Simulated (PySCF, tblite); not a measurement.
# C₇H₇N₂+: dynamics, then NMR shifts on frames, part 2 of 2

tblite 0.8.0 and PySCF 2.14.0. Atoms count from 0. The steps go on from the part before.

## (6) Nuclear shieldings: 800 fs, PBE0/pcSseg-1

Job settings and geometry (Å):

```
{"job": {"kind": "nmr", "xc": "PBE0", "basis": "pcSseg-1", "pop": false}, "charge": 1, "multiplicity": 1}
C     -2.771000    -0.886700     1.004700
C     -1.378900    -0.364200     1.071500
C     -1.090100     0.956300     1.304800
C      0.160200     1.508600     1.165900
C      1.199500     0.643800     0.874200
C      0.971300    -0.705500     0.655500
C      2.070000    -1.554000     0.374400
N      3.024900    -2.167900     0.178100
N     -0.344900    -1.138500     0.710500
H     -2.873700    -1.951400     0.858500
H     -3.269300    -0.370100     0.205500
H     -3.273200    -0.662400     1.963200
H     -1.966300     1.539400     1.540000
H      0.373600     2.543100     1.306700
H      2.172200     1.019200     0.851400
H     -0.516700    -2.156900     0.600400
```

With the program's defaults for keys left out, this is: GIAO PBE0/pcSseg-1 NMR shielding, non-relativistic, gas phase.

Output:

```text
coarse grid: 14072 points
cycle   1  E = -379.5366183010  dE =  2.015e+00  |g| = 6.091e-01  |ddm| = 3.946e+00
cycle   2  E = -379.1709027521  dE =  3.657e-01  |g| = 1.395e+00  |ddm| = 1.982e+00
cycle   3  E = -379.6356280635  dE = -4.647e-01  |g| = 1.281e-01  |ddm| = 1.376e+00
cycle   4  E = -379.6374250004  dE = -1.797e-03  |g| = 9.458e-02  |ddm| = 1.583e-01
cycle   5  E = -379.6393135371  dE = -1.889e-03  |g| = 2.636e-02  |ddm| = 9.253e-02
cycle   6  E = -379.6394793545  dE = -1.658e-04  |g| = 3.518e-03  |ddm| = 2.221e-02
cycle   7  E = -379.6394823524  dE = -2.998e-06  |g| = 1.167e-03  |ddm| = 4.069e-03
final grid: 138048 points
cycle   8  E = -379.6885762857  dE = -4.052e-05  |g| = 6.741e-03  |ddm| = 4.198e-02
cycle   9  E = -379.6885745899  dE =  1.696e-06  |g| = 7.479e-03  |ddm| = 1.249e-02
cycle  10  E = -379.6885869892  dE = -1.240e-05  |g| = 1.782e-03  |ddm| = 6.600e-03
cycle  11  E = -379.6885877225  dE = -7.334e-07  |g| = 4.756e-04  |ddm| = 1.579e-03
cycle  12  E = -379.6885877642  dE = -4.169e-08  |g| = 2.260e-04  |ddm| = 5.276e-04
cycle  13  E = -379.6885877745  dE = -1.029e-08  |g| = 5.965e-05  |ddm| = 1.938e-04
cycle  14  E = -379.6885877753  dE = -7.637e-10  |g| = 2.125e-05  |ddm| = 6.430e-05
converged SCF energy = -379.6885877753

GIAO shielding tensors (ppm)
atom      isotropic    diamagn.    paramagn.     s11        s22        s33       span
  0 C      162.805     244.881     -82.077    146.321    152.615    189.478     43.157
  1 C       23.548     257.773    -234.225    -65.659    -16.868    153.171    218.830
  2 C       51.517     256.168    -204.652    -45.760     22.073    178.237    223.997
  3 C       33.214     251.601    -218.387    -86.913     -0.408    186.963    273.876
  4 C       42.863     253.628    -210.764    -66.525     14.976    180.139    246.664
  5 C       52.791     252.836    -200.045    -45.918     55.945    148.347    194.264
  6 C       71.922     258.003    -186.081    -43.424    -35.644    294.834    338.259
  7 N     -110.472     336.649    -447.121   -270.287   -267.070    205.941    476.228
  8 N       46.486     333.591    -287.105    -84.704     35.440    188.723    273.427
  9 H       29.008      26.873       2.135     23.838     28.071     35.116     11.278
 10 H       28.547      27.229       1.317     23.947     26.618     35.075     11.128
 11 H       27.730      23.635       4.095     23.092     26.131     33.966     10.874
 12 H       23.714      30.768      -7.054     19.563     23.211     28.366      8.803
 13 H       22.588      29.627      -7.039     19.806     21.892     26.066      6.259
 14 H       23.693      31.291      -7.598     20.586     22.404     28.088      7.502
 15 H       21.265      31.581     -10.316     14.447     24.044     25.305     10.858
```

Run time: 23 s. Hardware: 1 thread of AMD EPYC 7B13, shared host; peak memory 0.83 GiB.

This run: δ C1 163.4, C3 153.7, C4 144.1, C2 135.4, H15 10.45, H13 9.13 ppm.

## (7) NMR shieldings: 1000 fs, PBE0/pcSseg-1

Job settings and geometry (Å):

```
{"job": {"kind": "nmr", "xc": "PBE0", "basis": "pcSseg-1", "pop": false}, "charge": 1, "multiplicity": 1}
C     -2.478200    -1.195000     1.079200
C     -1.286300    -0.294000     0.963000
C     -1.365000     1.064800     1.104000
C     -0.279500     1.875100     0.875800
C      0.975100     1.331200     0.711500
C      1.061500    -0.087200     0.715200
C      2.340000    -0.723800     0.657100
N      3.303100    -1.322700     0.555500
N     -0.069600    -0.822000     0.845200
H     -2.112200    -2.276200     1.034000
H     -3.207700    -1.102800     0.301100
H     -2.951700    -1.044200     2.034600
H     -2.328000     1.512400     1.338700
H     -0.394600     2.942300     0.872600
H      1.842100     1.895800     0.551200
H      0.058900    -1.865000     0.849700
```

Method: GIAO PBE0/pcSseg-1 NMR shielding, non-relativistic, gas phase.

Output:

```text
coarse grid: 14072 points
cycle   1  E = -379.5331140431  dE =  2.014e+00  |g| = 6.170e-01  |ddm| = 3.933e+00
cycle   2  E = -379.1701722448  dE =  3.629e-01  |g| = 1.397e+00  |ddm| = 1.963e+00
cycle   3  E = -379.6353973377  dE = -4.652e-01  |g| = 1.165e-01  |ddm| = 1.335e+00
cycle   4  E = -379.6366475750  dE = -1.250e-03  |g| = 9.330e-02  |ddm| = 1.532e-01
cycle   5  E = -379.6384951420  dE = -1.848e-03  |g| = 2.438e-02  |ddm| = 8.735e-02
cycle   6  E = -379.6386369970  dE = -1.419e-04  |g| = 3.534e-03  |ddm| = 2.100e-02
cycle   7  E = -379.6386400925  dE = -3.095e-06  |g| = 1.082e-03  |ddm| = 4.315e-03
final grid: 138048 points
cycle   8  E = -379.6876779070  dE = -4.012e-05  |g| = 6.475e-03  |ddm| = 3.969e-02
cycle   9  E = -379.6876764694  dE =  1.438e-06  |g| = 7.175e-03  |ddm| = 1.228e-02
cycle  10  E = -379.6876879141  dE = -1.144e-05  |g| = 1.710e-03  |ddm| = 6.534e-03
cycle  11  E = -379.6876885868  dE = -6.727e-07  |g| = 4.764e-04  |ddm| = 1.567e-03
cycle  12  E = -379.6876886295  dE = -4.273e-08  |g| = 2.181e-04  |ddm| = 5.121e-04
cycle  13  E = -379.6876886390  dE = -9.518e-09  |g| = 5.954e-05  |ddm| = 1.889e-04
cycle  14  E = -379.6876886398  dE = -7.676e-10  |g| = 2.072e-05  |ddm| = 6.301e-05
converged SCF energy = -379.6876886398

GIAO shielding tensors (ppm)
atom      isotropic    diamagn.    paramagn.     s11        s22        s33       span
  0 C      159.230     244.894     -85.664    140.545    147.918    189.226     48.681
  1 C       28.304     254.637    -226.333    -65.193     -6.338    156.442    221.635
  2 C       50.833     255.498    -204.666    -50.977     26.863    176.612    227.589
  3 C       32.898     251.449    -218.551    -82.878     -5.158    186.730    269.608
  4 C       43.341     252.324    -208.983    -66.962     18.840    178.146    245.108
  5 C       50.144     253.043    -202.899    -54.151     54.572    150.012    204.163
  6 C       72.636     259.971    -187.335    -41.248    -34.004    293.161    334.408
  7 N      -98.424     337.064    -435.488   -258.330   -257.466    220.525    478.855
  8 N       45.030     334.678    -289.648    -86.720     46.601    175.211    261.931
  9 H       28.002      26.346       1.656     22.646     27.790     33.569     10.924
 10 H       28.345      26.750       1.595     23.975     26.171     34.888     10.913
 11 H       28.345      24.676       3.668     24.031     26.278     34.725     10.694
 12 H       23.291      29.758      -6.467     19.258     23.072     27.543      8.285
 13 H       22.752      28.579      -5.827     19.557     22.551     26.149      6.591
 14 H       23.427      30.489      -7.062     20.588     21.983     27.711      7.123
 15 H       20.674      32.264     -11.590     13.765     23.433     24.824     11.059
```

Wall time 23 s (1 thread of AMD EPYC 7B13, shared host); peak memory 0.84 GiB.

This run: δ C1 158.6, C3 154.0, C4 143.6, C5 136.8, H15 11.04, H13 8.96 ppm.

## (8) Comparing the runs: NMR shifts

Shifts (ppm) of some atoms, chosen among heavy atoms and hydrogens apart, with basis size and wall time:

```csv
frame,C1,C2,C4,C0,H9,H11,N7,functions,time
250 fs,159.5,139.2,138.7,19.3,4.32,2.66,352.6,188,30 s
425 fs,166.8,137.2,136.0,27.8,3.12,4.27,372.7,188,24 s
625 fs,169.0,144.7,136.5,34.4,3.64,5.37,366.0,188,24 s
800 fs,163.4,135.4,144.1,24.1,2.71,3.99,378.2,188,23 s
1000 fs,158.6,136.1,143.6,27.7,3.72,3.37,366.2,188,23 s
```

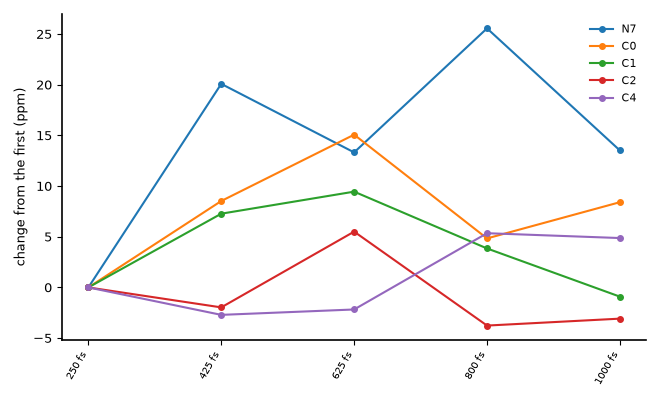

How five of the tabulated atoms move from run to run.

## (9) What came out

The summary covers parts 1 to 2.

| quantity | value |
| --- | --- |
| thermostat | 200 K |
| mean temperature, second half | 187 K |
| mean potential energy above the minimum | 0.34 eV |
| 13C shifts against TMS (PBE0/pcSseg-1, 250 fs) | 159.5, 156.7, 139.2, 138.7, 136.7, 114.4, 19.3 ppm |
| 1H shifts against TMS (PBE0/pcSseg-1, 250 fs) | 10.46, 9.06, 8.68, 8.62, 4.32, 3.63, 2.66 ppm |
| 15N shifts against NH3 (PBE0/pcSseg-1, 250 fs) | 352.6, 222.8 ppm |
| range of the shift of N7 | 352.6 to 378.2 ppm |

In words: In the second half the potential energy averages 0.34 eV above the minimum; equipartition over 42 harmonic modes at 200 K would give 0.36 eV. With 16 atoms the temperature swings widely (100 to 263 K). Shifts at one fixed geometry are not the observed spectrum, which averages over the motion. In the first frame run (250 fs): The largest span, 491 ppm, is at N7, where the paramagnetic term is -422 ppm. NICS(1)zz of -25 ppm above the planar ring from C1 marks a diatropic (aromatic) ring current. At PBE0/pcSseg-1, counted by nearest atom on the grid, the HOMO lies on C2, C5 about 18 % each; N7 15 %, the LUMO on C3, C5 about 20 % each; N8 16 %. Across the 5 runs the shift of N7 moves most, between 352.6 (250 fs) and 378.2 ppm (800 fs).
